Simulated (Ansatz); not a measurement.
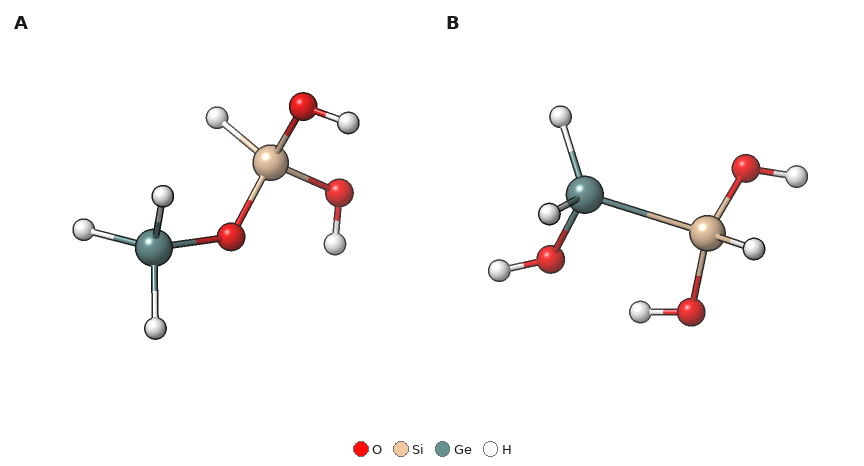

2 stationary structures of one formula. Geometries: PBE-D4/def2-SVP. Electronic energies: PBE-D4/def2-SVP (Ansatz 0.2.0), without zero-point energy. No frequency run is at hand to confirm each as a minimum. Each is one conformer, not always the lowest.

Are they conformers, stereoisomers or constitutional isomers?

They are constitutional isomers of GeH6O3Si: A `O[SiH](O)[O][GeH3]`, B `[OH][GeH2][SiH](O)O`.

Which is lowest in energy, and by how much?

A is lowest; B lies 0.995 eV above it.
